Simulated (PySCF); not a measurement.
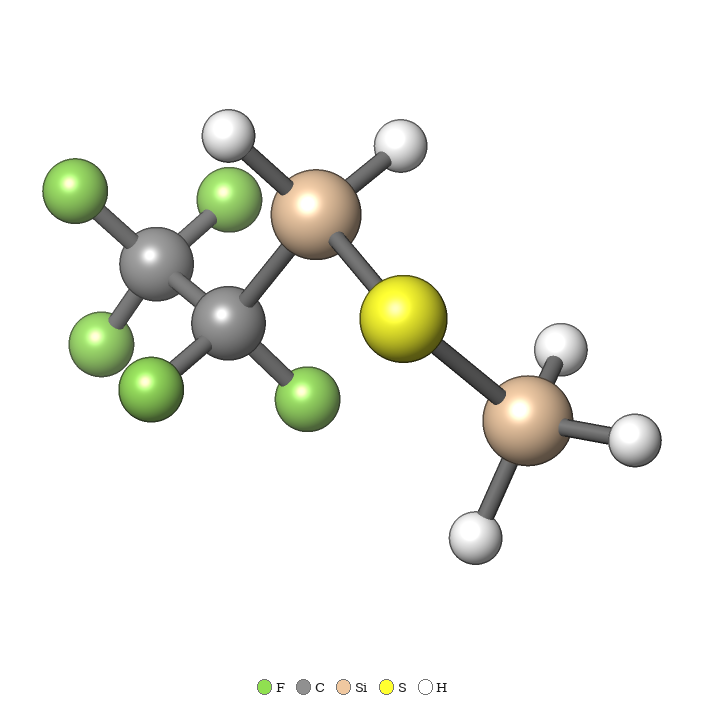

A ball-and-stick model of a molecule.

Description:

Formula C₂H₅F₅SSi₂. As SMILES it reads `FC(F)(F)C(F)(F)[SiH2]S[SiH3]`. It has no ring. Among its groups: C–F bond, Si–H bond. This geometry has C1 symmetry. Coordination: 2 C tetrahedral; 2 Si tetrahedral; 1 S bent.

The parts below concern this one geometry. Atoms keep their numbers from picture to picture. Computed geometry: PBE0-D3(BJ)/def2-SVP optimisation. No frequency run is at hand to confirm it as a minimum.

### Shape

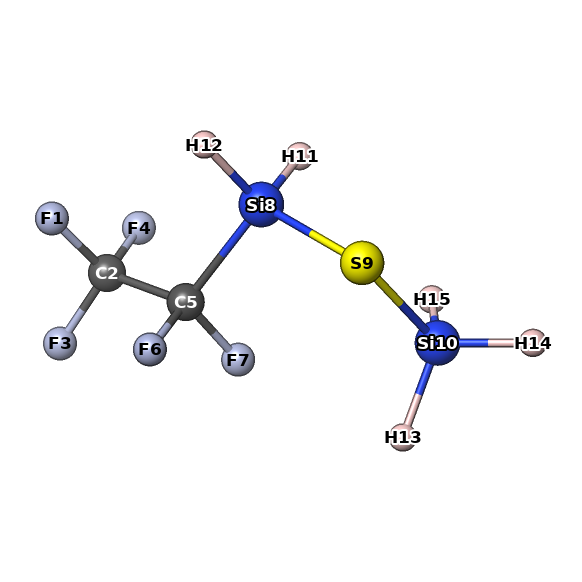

The atoms are numbered. No frequency run is at hand to confirm it as a minimum.

Give these bond angles: F1–C2–F3, F1–C2–F4, F1–C2–C5, C2–C5–F7, C5–Si8–S9, C5–Si8–H12, Si8–S9–Si10, S9–Si8–H11, S9–Si8–H12, S9–Si10–H13, S9–Si10–H14, S9–Si10–H15.

| angle | degrees |
| --- | --- |
| F1–C2–F3 | 108.8 |
| F1–C2–F4 | 108.4 |
| F1–C2–C5 | 109.4 |
| C2–C5–F7 | 106.9 |
| C5–Si8–S9 | 107.9 |
| C5–Si8–H12 | 108.4 |
| Si8–S9–Si10 | 101.0 |
| S9–Si8–H11 | 113.2 |
| S9–Si8–H12 | 107.7 |
| S9–Si10–H13 | 111.0 |
| S9–Si10–H14 | 105.6 |
| S9–Si10–H15 | 109.5 |

### Excitation

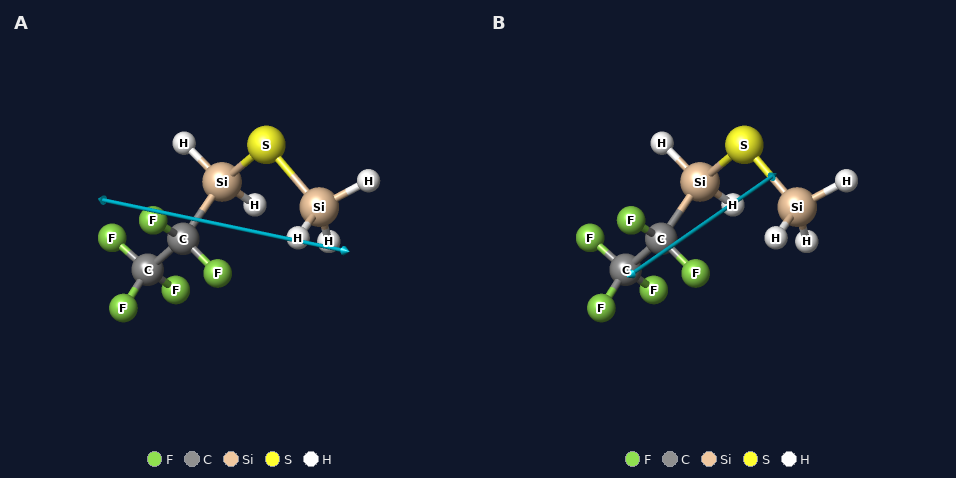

The double arrows show the directions of two transition dipoles from the ground state (lengths mean nothing). No frequency run is at hand to confirm it as a minimum. Properties computed with TDDFT ωB97X-D/def2-SVPD, vertical, gas phase, core orbitals frozen in the response (PySCF 2.14.0).

One belongs to singlet state 1 and one to singlet state 4. Which is which?

A: state 4, 7.34 eV (169 nm), oscillator strength 0.038, of mixed character, with the largest part HOMO → LUMO+4 (weight 0.48).
B: state 1, 6.17 eV (201 nm), oscillator strength 0.020, mainly HOMO → LUMO (weight 0.95).

### NMR shielding

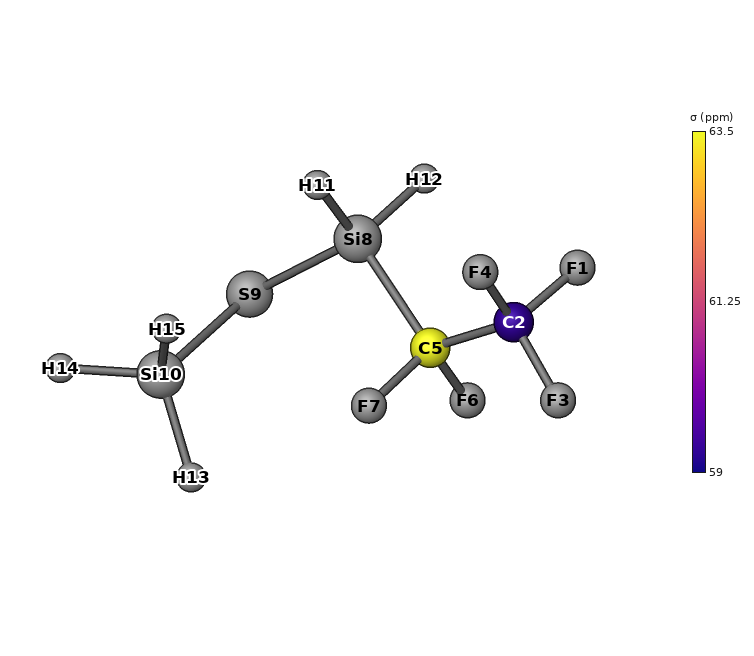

Atoms are coloured by their isotropic NMR shieldings (C only, the others grey). No frequency run is at hand to confirm it as a minimum. Properties computed with GIAO ωB97X-D/pcSseg-1 NMR shielding, non-relativistic, gas phase (PySCF 2.14.0).

Give the isotropic NMR shieldings of the C atoms atom by atom.

```tsv
atom	σ (ppm)
C2	59.3
C5	63.5
```

### Polarisability

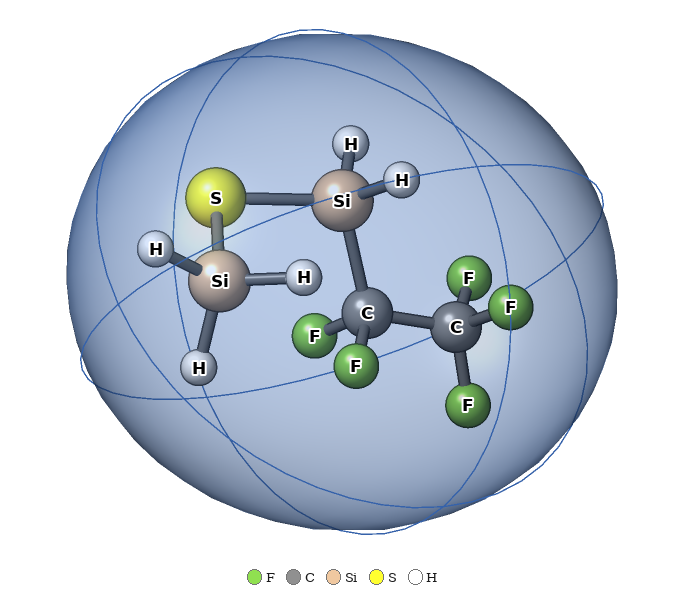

The ellipsoid shows the static dipole polarisability: its half-axes are proportional to the principal values. No frequency run is at hand to confirm it as a minimum. Computed with ωB97X-D/def2-SVPD (PySCF 2.14.0).

How large and how anisotropic is the polarisability?

Principal values 88.1, 98.2, 118.5 bohr³; mean 101.6 bohr³ (15.05 Å³); anisotropy 26.8 bohr³, so the longest axis is 1.34 times the shortest.
